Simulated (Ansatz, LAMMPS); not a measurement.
# Amorphous 89SiO2-11P2O5 (mol %) (96 atoms): geometry optimisation, part 2 of 4

Wanted: the relaxed structure of amorphous 89SiO2-11P2O5 (mol %) (96 atoms) and its electronic structure.

Ansatz 0.2.0; Kohn-Sham DFT, PBE, PAW (set soft_2), plane waves.

The cell: 25 Si, 6 P and 65 O. The quench rate of 50 K/ps far exceeds what a furnace or splat quench reaches. The network of bonds at the start is that of the classical potential that made the cell. Only the Γ point is sampled in the main run, in a cell whose shortest periodic width is 11 Å.

So far. Step 3 (Single point at the start): Neighbours are counted within 2.08 Å (O-Si), 1.98 Å (O-P).

## Step 4: Cell and atoms relaxed

Cell and atoms are freed together, to release stress as well as forces.

Input file input.yaml:

```yaml
crystal:
  lattice:
    - [11.2619, 0.0, 0.0]
    - [0.0, 11.2619, 0.0]
    - [0.0, 0.0, 11.2619]
  atoms:
    [... the 96 atom lines of step 3 ...]
kpoints:
  mp_grid: { grid: [1, 1, 1] }
hamiltonian:
  xc: pbe
scf:
  occupations: { method: fermi_dirac, width: 0.025 }
output:
  forces: true
relax:
  f_tol: 0.04
  max_steps: 250
  cell: {}
```

Launch:

```bash
> ansatz run input.yaml --threads 4 --pin off --max-ram 8192MiB --backend cpu --events-out ev --progress --plain --runs-dir out
```

Numbers of over 12 decimals in the logs are rounded to 6 here.

The log of the run:

```text
[...]
Crystal: 96 atoms, lattice volume = 1428.351 Å³
Basis set: ecut = 420 eV, 28017 PW (Γ), exchange–correlation on 160×160×160 points (8 copies of the dense FFT grid, shifted against one another)
Bands: 356, of which v1, the nominal top of the filled ones, is band 260 counted from 1 (259 counted from 0)
Symmetry: 1 space group operations
[...]
k-points: 1
[...]
SCF iter   1: F=—  HF=-57391.908982 eV  |F-HF|=—  |Δ(HF+E_count)|=         —  Δρ=4.10e-3  dr2=3.98e-1  ethr=1.77e-3  ⟨swp⟩=7.0  Hψ=1877  notcnv=0  defer=68
[...]
SCF iter  10: F=-57391.786470 eV  HF=-57391.786470 eV  |F-HF|=1.97e-8  |Δ(HF+E_count)|=   3.22e-8  Δρ=1.84e-6  dr2=4.08e-8  ethr=1.92e-11  ⟨swp⟩=5.0  Hψ=1195  notcnv=0
SCF 1 converged in 10 iterations: F = -57391.786470 eV  dr2 = 4.08e-8
[...]
relax step   1: F+E_penalty+E_count = -57391.78646955 eV  Δ(F+E_penalty+E_count) = +0.000e0 eV  max|allowed force component| = 4.362e0 eV/Å  Δτ_max = 0.0000 Å  P = +1.737 GPa  Ω = 1428.351 Å³  (10 SCF iters, dr2 threshold 1.00e-7 eV, accepted)
[... from here on, the SCF cycles and remarks between the steps are left out ...]
relax step   2: F+E_penalty+E_count = -57394.41273712 eV  Δ(F+E_penalty+E_count) = -2.626e0 eV  max|allowed force component| = 3.693e0 eV/Å  Δτ_max = 0.1122 Å  P = +0.945 GPa  Ω = 1430.102 Å³  energy of the carried Pulay correction = -5.599e-3 eV  (7 SCF iters, dr2 threshold 9.60e-6 eV, accepted)
relax step   3: F+E_penalty+E_count = -57397.34749352 eV  Δ(F+E_penalty+E_count) = -2.935e0 eV  max|allowed force component| = 7.458e-1 eV/Å  Δτ_max = 0.1948 Å  P = +0.058 GPa  Ω = 1414.024 Å³  energy of the carried Pulay correction = +4.607e-2 eV  (8 SCF iters, dr2 threshold 9.60e-6 eV, accepted)
relax step   4: F+E_penalty+E_count = -57398.05385572 eV  Δ(F+E_penalty+E_count) = -7.064e-1 eV  max|allowed force component| = 1.357e0 eV/Å  Δτ_max = 0.2000 Å  P = +0.102 GPa  Ω = 1391.264 Å³  energy of the carried Pulay correction = +1.202e-1 eV  (7 SCF iters, dr2 threshold 9.60e-6 eV, accepted)
relax step   5: F+E_penalty+E_count = -57398.43427150 eV  Δ(F+E_penalty+E_count) = -3.804e-1 eV  max|allowed force component| = 5.886e-1 eV/Å  Δτ_max = 0.2000 Å  P = -0.115 GPa  Ω = 1370.422 Å³  energy of the carried Pulay correction = +1.892e-1 eV  (8 SCF iters, dr2 threshold 9.60e-6 eV, accepted)
relax step   6: F+E_penalty+E_count = -57398.52321739 eV  Δ(F+E_penalty+E_count) = -8.895e-2 eV  max|allowed force component| = 3.403e-1 eV/Å  Δτ_max = 0.2000 Å  P = +0.029 GPa  Ω = 1371.280 Å³  energy of the carried Pulay correction = +1.863e-1 eV  (7 SCF iters, dr2 threshold 9.60e-6 eV, accepted)
relax step   7: F+E_penalty+E_count = -57398.54972736 eV  Δ(F+E_penalty+E_count) = -2.651e-2 eV  max|allowed force component| = 1.421e-1 eV/Å  Δτ_max = 0.2000 Å  P = +0.008 GPa  Ω = 1374.790 Å³  energy of the carried Pulay correction = +1.746e-1 eV  (7 SCF iters, dr2 threshold 7.24e-6 eV, accepted)
relax step   8: F+E_penalty+E_count = -57398.57345120 eV  Δ(F+E_penalty+E_count) = -2.372e-2 eV  max|allowed force component| = 6.557e-2 eV/Å  Δτ_max = 0.0960 Å  P = +0.028 GPa  Ω = 1375.017 Å³  energy of the carried Pulay correction = +1.739e-1 eV  (7 SCF iters, dr2 threshold 1.26e-6 eV, accepted)
relax step   9: F+E_penalty+E_count = -57398.55008777 eV  Δ(F+E_penalty+E_count) = +2.336e-2 eV  max|allowed force component| = 1.826e-1 eV/Å  Δτ_max = 0.2000 Å  P = +0.024 GPa  Ω = 1377.977 Å³  energy of the carried Pulay correction = +1.641e-1 eV  (9 SCF iters, dr2 threshold 2.69e-7 eV, rejected (line search))
relax step  10: F+E_penalty+E_count = -57398.57012156 eV  Δ(F+E_penalty+E_count) = +3.330e-3 eV  max|allowed force component| = 1.161e-1 eV/Å  Δτ_max = 0.0645 Å  P = -0.026 GPa  Ω = 1377.387 Å³  energy of the carried Pulay correction = +1.660e-1 eV  (11 SCF iters, accepted)
relax step  11: F+E_penalty+E_count = -57398.57356515 eV  Δ(F+E_penalty+E_count) = -3.444e-3 eV  max|allowed force component| = 6.151e-2 eV/Å  Δτ_max = 0.0185 Å  P = -0.002 GPa  Ω = 1377.016 Å³  energy of the carried Pulay correction = +1.673e-1 eV  (6 SCF iters, dr2 threshold 8.43e-7 eV, accepted)
relax step  12: F+E_penalty+E_count = -57398.57657756 eV  Δ(F+E_penalty+E_count) = -3.012e-3 eV  max|allowed force component| = 3.901e-2 eV/Å  Δτ_max = 0.0404 Å  P = +0.002 GPa  Ω = 1376.692 Å³  energy of the carried Pulay correction = +1.683e-1 eV  (7 SCF iters, dr2 threshold 2.36e-7 eV, accepted)
relax step  13: F+E_penalty+E_count = -57398.50279017 eV  Δ(F+E_penalty+E_count) = +7.379e-2 eV  max|allowed force component| = 3.987e-2 eV/Å  Δτ_max = 0.0000 Å  P = -0.108 GPa  Ω = 1376.692 Å³  stress off target by 3.22e-1 GPa  SCF on the basis re-selected at this cell (its energy is not comparable with the rows above)  (7 SCF iters)
relax step  14: F+E_penalty+E_count = -57398.51263559 eV  Δ(F+E_penalty+E_count) = -9.845e-3 eV  max|allowed force component| = 3.929e-2 eV/Å  Δτ_max = 0.0212 Å  P = +0.086 GPa  Ω = 1375.190 Å³  energy of the carried Pulay correction = +5.699e-3 eV  (7 SCF iters, dr2 threshold 2.59e-7 eV, accepted)
relax step  15: F+E_penalty+E_count = -57398.51323137 eV  Δ(F+E_penalty+E_count) = -5.958e-4 eV  max|allowed force component| = 2.765e-2 eV/Å  Δτ_max = 0.0158 Å  P = +0.004 GPa  Ω = 1375.941 Å³  energy of the carried Pulay correction = +2.967e-3 eV  (7 SCF iters, dr2 threshold 1.36e-7 eV, accepted)
relax step  16: F+E_penalty+E_count = -57398.51337224 eV  Δ(F+E_penalty+E_count) = -1.409e-4 eV  max|allowed force component| = 2.769e-2 eV/Å  Δτ_max = 0.0000 Å  P = +0.002 GPa  Ω = 1375.941 Å³  stress off target by 4.78e-2 GPa  SCF on the basis re-selected at this cell (its energy is not comparable with the rows above)  (6 SCF iters)
basis re-selected at this cell: Δ(F+E_penalty+E_count) = -1.409e-4 eV, ΔP = -0.002 GPa vs the last step (what re-selecting the basis moved, of the pressure what is left beyond the Pulay correction that the steps carried, after the strain that the cell walked since its last selection, [...]
SCF converged after 6 iterations
Free energy (F): -57398.513372 eV
[...]
Internal energy: -57398.513372 eV  (E = F + TS)
E sigma→0 (E₀):  -57398.513372 eV
Fermi energy:    4.561359 eV
[...]
--- Forces (eV/Å), atoms counted from 1 ---
  atom   1  Si     0.00109508     0.00104000    -0.02347019
  atom   2  Si    -0.00718438    -0.00198949     0.00671929
  atom   3  Si    -0.00326244     0.00516135    -0.00045401
  atom   4  Si     0.00161986     0.00483026    -0.00570797
  atom   5  Si    -0.00448602     0.00005023    -0.00068475
  atom   6  Si     0.00284188    -0.00037987    -0.00812414
  atom   7  Si     0.00779807     0.00182563    -0.00146631
  atom   8  Si    -0.00504999    -0.00081723     0.00289052
  atom   9  Si    -0.00393187    -0.00108467     0.00119806
  atom  10  Si    -0.00709293    -0.00303765     0.00316610
  atom  11  Si     0.00271351     0.00253533     0.00038041
  atom  12  Si     0.00177195     0.01035180     0.00266239
  atom  13  Si     0.00881395     0.01107611     0.00930959
  atom  14  Si     0.00145432     0.00507050    -0.00208224
[...]
atom  95  O     -0.00169405    -0.00454528     0.00195542
  atom  96  O     -0.00115766    -0.00752734     0.00115052
  max |Σ_I F_I| component: 3.86e-5 eV/Å
--- Stress (GPa, compression-positive) ---
       -0.012671      -0.004904       0.007520
       -0.004905      -0.027182       0.012958
        0.007522       0.012956       0.044770
  P = ⅓ Tr σ = 0.0016 GPa (0.016 kbar)
--- Relaxed structure (14 steps of the walk, 13 accepted, 2 SCFs on fresh bases) ---
  F+E_penalty+E_count = -57398.51337224 eV   max|allowed force component| = 2.769e-2 eV/Å   (the final SCF, on the basis selected at the relaxed cell)
  cell:  # Å, volume = 1375.9413 Å³
    - [11.080185, -0.116013, 0.047034]
    - [-0.116013, 10.697272, 0.084088]
    - [0.047034, 0.084088, 11.610786]
  atoms:
    - { symbol: Si, position: [0.704231, 0.332904, 0.010633] }
    - { symbol: Si, position: [0.470540, 0.160495, 0.974451] }
    - { symbol: Si, position: [0.610809, 0.748511, 0.685003] }
    - { symbol: Si, position: [0.080395, 0.025178, 0.142169] }
[...]
- { symbol: O, position: [0.666402, 0.886743, 0.165353] }
```

It took 2.1 min on 4 threads of Intel Xeon Platinum 8488C (Sapphire Rapids), shared host; peak memory 1.8 GiB.

Relaxation path:

| step | energy less that of the first step (eV) | largest force component (eV/Å) | pressure (GPa) | volume (Å³) |
| --- | --- | --- | --- | --- |
| 1 | 0.0000 | 4.3618 | 1.74 | 1428.35 |
| 2 | -2.6263 | 3.6926 | 0.94 | 1430.10 |
| 3 | -5.5610 | 0.7458 | 0.06 | 1414.02 |
| 4 | -6.2674 | 1.3573 | 0.10 | 1391.26 |
| 5 | -6.6478 | 0.5886 | -0.11 | 1370.42 |
| 6 | -6.7367 | 0.3403 | 0.03 | 1371.28 |
| 7 | -6.7633 | 0.1421 | 0.01 | 1374.79 |
| 8 | -6.7870 | 0.0656 | 0.03 | 1375.02 |
| 9 | -6.7636 | 0.1826 | 0.02 | 1377.98 |
| 10 | -6.7837 | 0.1161 | -0.03 | 1377.39 |
| 11 | -6.7871 | 0.0615 | 0.00 | 1377.02 |
| 12 | -6.7901 | 0.0390 | 0.00 | 1376.69 |
| 13* | -6.7163 | 0.0399 | -0.11 | 1376.69 |
| 14 | -6.7262 | 0.0393 | 0.09 | 1375.19 |
| 15 | -6.7268 | 0.0276 | 0.00 | 1375.94 |
| 16* | -6.7269 | 0.0277 | 0.00 | 1375.94 |

Relaxation steps marked * repeat the geometry before them on a plane-wave basis chosen anew for their cell, so energy and pressure can jump there. Relaxation step 9 was tried and not accepted.

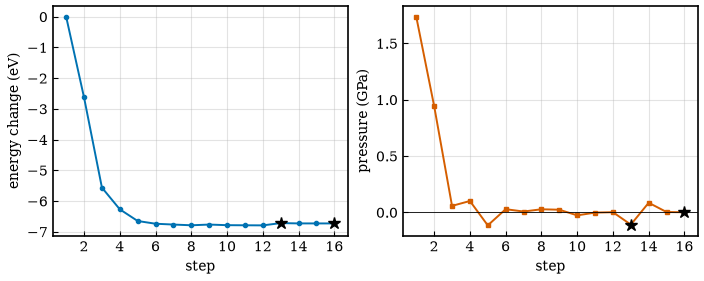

Energy and pressure along the relaxation. Stars mark steps on a basis chosen anew.

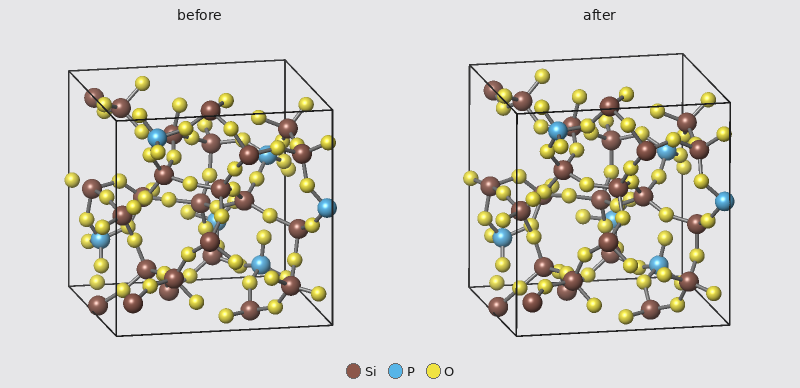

Before and after, at one scale. Bonds to atoms that aren't drawn are left out.

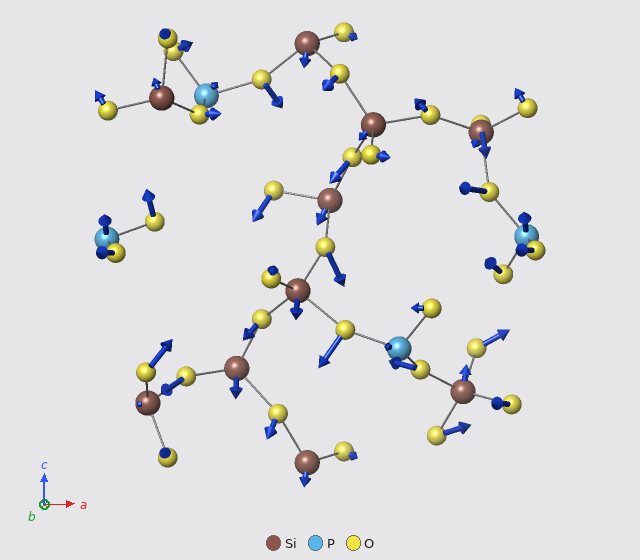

Displacements in the relaxation, exaggerated, measured against the changing cell; the longest in the cell stands for 0.44 Å. Drawn is a slice 4 Å thick, seen along the normal of the ac plane.

| cell as run | before | after | change |
| --- | --- | --- | --- |
| a (Å) | 11.262 | 11.081 | -1.6 % |
| b (Å) | 11.262 | 10.698 | -5.0 % |
| c (Å) | 11.262 | 11.611 | +3.1 % |
| α (°) | 90.00 | 89.14 | -1.0 % |
| β (°) | 90.00 | 89.53 | -0.5 % |
| γ (°) | 90.00 | 91.22 | +1.4 % |
| volume (Å³/atom) | 14.88 | 14.33 | -3.7 % |

The atoms that moved most (Å, as changes of fractional coordinates times the final cell):

| atom | dx | dy | dz | length |
| --- | --- | --- | --- | --- |
| O88 | -0.259 | -0.348 | 0.068 | 0.439 |
| O59 | 0.152 | 0.134 | -0.314 | 0.374 |
| O85 | -0.171 | 0.289 | -0.156 | 0.370 |
| O62 | -0.205 | -0.053 | -0.283 | 0.353 |
| O44 | 0.208 | 0.148 | 0.236 | 0.348 |
| O77 | -0.220 | 0.265 | 0.044 | 0.347 |
| O84 | -0.157 | -0.293 | 0.030 | 0.333 |
| O32 | 0.166 | 0.161 | -0.230 | 0.326 |

The relaxation changed the energy by -70.1 meV/atom, and atoms moved by 0.21 Å r.m.s., 0.44 Å at most.

## Step 5: Structure statistics after relaxation

Bonds before and after, by the cutoffs listed below:

| pair | bonds before | bonds after | mean before (Å) | mean after (Å) | spread before (Å) | spread after (Å) |
| --- | --- | --- | --- | --- | --- | --- |
| O-Si | 100 | 101 | 1.626 | 1.637 | 0.032 | 0.031 |
| O-P | 24 | 24 | 1.528 | 1.554 | 0.024 | 0.049 |

Density 2.33 g/cm³, 14.33 Å³ an atom.

Pair distribution functions g(r), in bins of 0.2 Å:

| r (Å) | total | O-O | O-Si | O-P | Si-Si | Si-P | P-P |
| --- | --- | --- | --- | --- | --- | --- | --- |
| 1.40 | 0.27 | 0.00 | 0.00 | 3.23 | 0.00 | 0.00 | 0.00 |
| 1.60 | 5.27 | 0.00 | 12.39 | 10.72 | 0.00 | 0.00 | 0.00 |
| 1.80 | 0.11 | 0.00 | 0.32 | 0.00 | 0.00 | 0.00 | 0.00 |
| 2.00 | 0.00 | 0.00 | 0.00 | 0.00 | 0.00 | 0.00 | 0.00 |
| 2.20 | 0.00 | 0.00 | 0.00 | 0.00 | 0.00 | 0.00 | 0.00 |
| 2.40 | 0.32 | 0.69 | 0.00 | 0.00 | 0.00 | 0.00 | 0.00 |
| 2.60 | 2.37 | 5.17 | 0.00 | 0.00 | 0.00 | 0.00 | 0.00 |
| 2.80 | 0.67 | 1.37 | 0.05 | 0.00 | 0.00 | 0.92 | 0.00 |
| 3.00 | 0.70 | 0.40 | 0.21 | 0.30 | 3.84 | 4.96 | 0.00 |
| 3.20 | 0.71 | 0.56 | 0.33 | 0.40 | 3.65 | 1.81 | 0.00 |
| 3.40 | 0.62 | 0.55 | 0.72 | 1.32 | 0.00 | 0.00 | 0.00 |
| 3.60 | 0.93 | 0.64 | 1.50 | 1.32 | 0.00 | 0.00 | 0.00 |
| 3.80 | 0.84 | 0.63 | 1.25 | 1.25 | 0.00 | 0.26 | 0.00 |
| 4.00 | 1.17 | 0.69 | 1.79 | 2.12 | 0.22 | 0.90 | 0.00 |
| 4.20 | 1.44 | 0.93 | 2.22 | 1.61 | 0.39 | 2.05 | 0.00 |
| 4.40 | 0.83 | 0.95 | 0.82 | 0.29 | 0.62 | 1.13 | 1.52 |
| 4.60 | 0.88 | 1.10 | 0.62 | 0.80 | 0.99 | 0.69 | 1.46 |
| 4.80 | 1.11 | 1.35 | 0.79 | 0.85 | 1.07 | 2.20 | 1.33 |
| 5.00 | 1.25 | 1.64 | 0.69 | 1.02 | 1.90 | 0.74 | 3.64 |
| 5.20 | 1.19 | 1.32 | 0.83 | 1.14 | 2.41 | 0.81 | 1.09 |

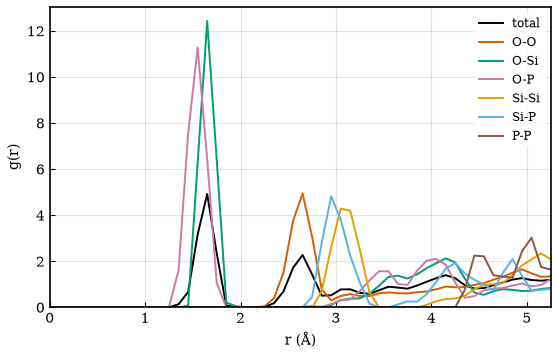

Pair distribution functions, lightly smoothed.

Bonds by pair of elements; cutoffs follow the first minimum of g(r), held within bounds set by covalent radii, and pairs that aren't listed don't count as bonded:

| pair A-B | cutoff (Å) | bonds | mean length (Å) | spread (Å) | shortest (Å) | B about A | A about B |
| --- | --- | --- | --- | --- | --- | --- | --- |
| O-Si | 2.12 | 101 | 1.64 | 0.031 | 1.60 | 1.55 | 4.04 |
| O-P | 2.02 | 24 | 1.55 | 0.049 | 1.47 | 0.369 | 4 |

How many atoms have how many bonded neighbours:

| element | mean | 1 | 2 | 4 | 5 |
| --- | --- | --- | --- | --- | --- |
| O | 1.92 | 5 | 60 | 0 | 0 |
| P | 4 | 0 | 0 | 6 | 0 |
| Si | 4.04 | 0 | 0 | 24 | 1 |

Bond angles, per cent of each kind in bins of 5°:

| angle (°) | O-Si-O | Si-O-Si | O-P-O | P-O-Si |
| --- | --- | --- | --- | --- |
| 80–85 | 0.6 | 0.0 | 0.0 | 0.0 |
| 85–90 | 1.3 | 0.0 | 0.0 | 0.0 |
| 90–95 | 1.9 | 0.0 | 0.0 | 0.0 |
| 95–100 | 0.0 | 0.0 | 5.6 | 0.0 |
| 100–105 | 9.7 | 0.0 | 25.0 | 0.0 |
| 105–110 | 43.5 | 0.0 | 22.2 | 0.0 |
| 110–115 | 37.0 | 0.0 | 30.6 | 0.0 |
| 115–120 | 3.2 | 0.0 | 16.7 | 0.0 |
| 120–125 | 0.6 | 2.4 | 0.0 | 10.5 |
| 125–130 | 1.3 | 9.8 | 0.0 | 15.8 |
| 130–135 | 0.0 | 4.9 | 0.0 | 21.1 |
| 135–140 | 0.0 | 9.8 | 0.0 | 15.8 |
| 140–145 | 0.0 | 24.4 | 0.0 | 15.8 |
| 145–150 | 0.0 | 14.6 | 0.0 | 5.3 |
| 150–155 | 0.0 | 12.2 | 0.0 | 0.0 |
| 155–160 | 0.0 | 7.3 | 0.0 | 15.8 |
| 160–165 | 0.0 | 0.0 | 0.0 | 0.0 |
| 165–170 | 0.6 | 2.4 | 0.0 | 0.0 |
| 170–175 | 0.0 | 7.3 | 0.0 | 0.0 |
| 175–180 | 0.0 | 4.9 | 0.0 | 0.0 |

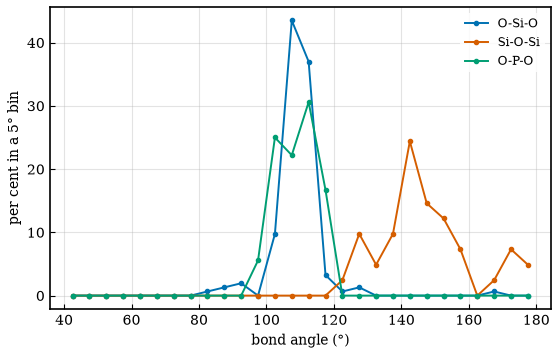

Distributions of the most common bond angles.

Bond angles (no mean is given where the spread exceeds 20°):

| angle | count | mean (°) | spread (°) |
| --- | --- | --- | --- |
| O-Si-O | 154 | 109 | 7.4 |
| Si-O-Si | 41 | 147 | 13.9 |
| O-P-O | 36 | 109 | 5.9 |
| P-O-Si | 19 | 138 | 10.8 |

Oxygen atoms by the number of network formers (Si, P, Ge, B, Al, As, Ga) bound to them:

| network formers bound to O | O atoms | per cent |
| --- | --- | --- |
| 0 | 0 | 0 |
| 1 | 5 | 7.7 |
| 2 | 60 | 92.3 |

Network units: each former by its oxygen neighbours and how many of them bridge to another former:

| former | O neighbours | bridging O | atoms |
| --- | --- | --- | --- |
| Si | 4 | 4 | 24 |
| Si | 5 | 5 | 1 |
| P | 4 | 3 | 5 |
| P | 4 | 4 | 1 |

Bond length by coordination (bonds to H left out):

| element | coordination | atoms | mean bond length (Å) |
| --- | --- | --- | --- |
| O | 1 | 5 | 1.47 |
| O | 2 | 60 | 1.63 |
| Si | 4 | 24 | 1.63 |
| Si | 5 | 1 | 1.74 |

Rings of the network by King's shortest-path rule, up to 12 atoms, one path for each pair of neighbours; H, halogens, alkali and alkaline-earth atoms are left out, and the last column divides by all other atoms, bonded or not:

| ring size (atoms) | rings | per network atom |
| --- | --- | --- |
| 6 | 2 | 0.021 |
| 8 | 3 | 0.031 |
| 10 | 7 | 0.073 |
| 12 | 14 | 0.146 |

First main peaks of g(r), for some of the pairs, lie near 2.6 Å (O-O), 1.6 Å (O-Si), 1.6 Å (O-P), 3.1 Å (Si-Si) and 3.0 Å (Si-P). With the cutoffs above, 92 % of O atoms have 2, all P atoms have 4 and 96 % of Si atoms have 4 bonded neighbours. The O-Si-O angle averages 109° with a spread of 7°. 92 % of the oxygens bridge two formers (Si and P) and 8 % are non-bridging. The commonest Si unit has 4 oxygens, 4 of them shared with other formers (24 of 25 atoms). Rings of 12 atoms are the most common (54 % of those counted); sizes run from 6 to 12, where the search stops.

(Part 2 of 4 ends here.)

[Logs are printed without paths, hosts, clocks, repeated set-up lines and the standing remarks that a program may print on its own settings, such as how far it seeks lower states.]

[Hosts, paths, dates, database ids (printed as entryN), source tags and the programs' standing remarks are cut or masked in the printed files.]
